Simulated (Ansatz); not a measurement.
# RPA@PBE/STO-3G run of BH2SF (SMILES FBS)

Aim: the electronic atomisation energy of BH2SF at RPA@PBE/STO-3G, from 5 runs. 

The results are computed with Ansatz 0.2.0.

65 further runs of the same task are left out: 65 set aside as unsound or not needed.

## 1. The molecule

The species is BH2SF (5 atoms), meant as a singlet with charge 0. As SMILES, `FBS`. The coordinates come from a PBE0-D4/def2-TZVP relaxation. This is one conformer, not always the lowest.

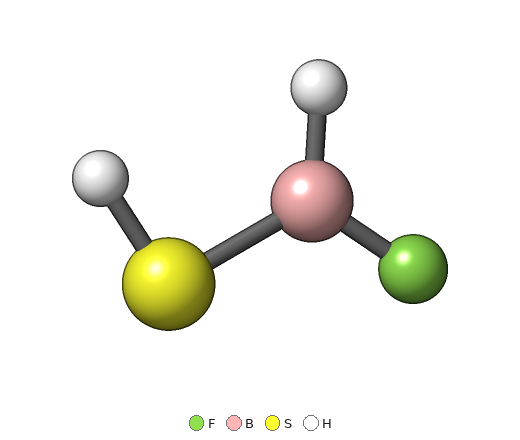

The structure, seen from a chosen angle (fluorine green, boron pink, sulfur yellow, hydrogen white).

## 2. The energy at RPA@PBE/STO-3G

job.yaml reads:

```yaml
crystal:
  periodic: [false, false, false]
  atoms:
    - {symbol: F, position_ang: [-1.119100, -0.905900, -1.069200]}
    - {symbol: B, position_ang: [-0.412800, -0.339100, -0.106100]}
    - {symbol: S, position_ang: [0.972400, 0.698600, -0.579400]}
    - {symbol: H, position_ang: [-0.712000, -0.530900, 1.033700]}
    - {symbol: H, position_ang: [1.321400, 1.003700, 0.679600]}
basis:
  gaussian:
    orbitals: STO-3G
hamiltonian:
  xc: pbe
correlation:
  method: rpa
  frozen_orbitals: {B: 1, F: 1, H: 0, S: 5}
accuracy: high
```

Run with:

```bash
$ ansatz run job.yaml --threads 1 --pin off --max-ram 2610MiB --events-out events.jsonl --progress --plain --runs-dir runs
```

The program printed:

```text
Warning: RAYON_NUM_THREADS=1 ignored (pool sized by the plan → 1); use --threads N
Functional definition: PBE
  name "PBE"
  parameter kappa = 0.804
  parameter beta = 0.06672455060314922
  exchange = pbe_x(kappa = kappa, mu = beta*pi^2/3)
  correlation = pbe_c(beta = beta)
371 factors; integrals over basis functions are off by at most 2.9e-8 eV
mean field evaluation 1: about -14086.4299 eV, gradient 6.7e0 eV
mean field evaluation 2: about -14086.3727 eV, gradient 6.7e0 eV
mean field evaluation 4: about -14086.5152 eV, gradient 2.3e0 eV
mean field evaluation 8: about -14086.5371 eV, gradient 3.7e-2 eV
mean field evaluation 16: about -14086.5371 eV, gradient 5.7e-8 eV
mean field -14086.53709255 eV, -517.6706899534 hartree, gradient 5.7e-8 eV, S^2 0.000000; 0 other end points of the search recorded, 0 dependent functions left out
7 core orbitals not correlated: weight in the atoms' cores, before any rotation towards them, 1.000 or more for the frozen orbitals, at most 0.000 for the correlated occupied ones
reference -14062.79413721 eV, -516.7981524382 hartree; 9, 9 occupied and 5, 5 virtual orbitals, 371 factors
Total energy: -14068.31065579 eV, -517.0008807567 hartree
```

Run time: 1.7 s. Hardware: 1 thread of Arm Neoverse V1, shared host; peak memory 0.099 GiB.

## 3. The B atom at the same level

molecule.yaml reads:

```yaml
basis:
  gaussian:
    orbitals: STO-3G
crystal:
  periodic: [false, false, false]
  atoms:
    - symbol: B
      position_ang: [0.000000, 0.000000, 0.000000]
magnetization:
  spin_polarized: true
  initial_magnetization: 1
hamiltonian:
  xc: {name: PBE}
correlation:
  method: rpa
  frozen_orbitals: {B: 1}
accuracy: high
```

Run the same way, it converges to -24.22643 Eh (log not shown).

## 4. The F atom

in.yaml reads:

```yaml
crystal:
  periodic: [false, false, false]
  atoms:
    - {symbol: F, position_ang: [0.000000, 0.000000, 0.000000]}
basis:
  gaussian: {orbitals: STO-3G}
magnetization: {spin_polarized: true, initial_magnetization: 1}
hamiltonian: {xc: {name: PBE}}
correlation: {method: rpa, frozen_orbitals: {F: 1}}
accuracy: high
```

Run the same way, it converges to -98.01752 Eh (log not shown).

## 5. The H atom at the same level

in.yaml reads:

```yaml
crystal:
  periodic: [false, false, false]
  atoms:
    - {symbol: H, position_ang: [0.000000, 0.000000, 0.000000]}
basis:
  gaussian:
    orbitals: STO-3G
magnetization:
  spin_polarized: true
  initial_magnetization: 1
hamiltonian:
  xc: {name: PBE}
correlation:
  method: rpa
  frozen_orbitals: {H: 0}
accuracy: high
```

Run the same way, it converges to -0.46658 Eh (log not shown).

## 6. The S atom at the same level

in.yaml reads:

```yaml
crystal:
  periodic: [false, false, false]
  atoms:
    - {symbol: S, position_ang: [0.000000, 0.000000, 0.000000]}
basis:
  gaussian: {orbitals: STO-3G}
total_charge: 0
magnetization: {spin_polarized: true, initial_magnetization: 2}
hamiltonian: {xc: {name: PBE}}
correlation: {method: rpa, frozen_orbitals: {S: 5}}
accuracy: high
```

Run the same way, it converges to -393.15871 Eh (log not shown).

## 7. What came out

At RPA@PBE/STO-3G, 7 core orbitals frozen:

```
                                  quantity          value
                    molecule: total energy  -517.00088 Eh
molecule: RPA correlation energy (valence)     -202.7 mEh
                      B atom: total energy   -24.22643 Eh
  B atom: RPA correlation energy (valence)      -77.4 mEh
 B atom: ⟨S²⟩ of the reference determinant          0.750
                      F atom: total energy   -98.01752 Eh
  F atom: RPA correlation energy (valence)      -31.0 mEh
 F atom: ⟨S²⟩ of the reference determinant          0.750
                      H atom: total energy    -0.46658 Eh
            H atom: RPA correlation energy        0.0 mEh
 H atom: ⟨S²⟩ of the reference determinant          0.750
                      S atom: total energy  -393.15871 Eh
  S atom: RPA correlation energy (valence)      -29.2 mEh
 S atom: ⟨S²⟩ of the reference determinant          2.000
             electronic atomisation energy      18.097 eV
```

**Reading.** Taking the molecule apart into free atoms costs 18.10 eV (1746 kJ/mol), before zero-point energy and without spin-orbit coupling. In a minimal basis such a difference can be off by several eV, whatever the method.
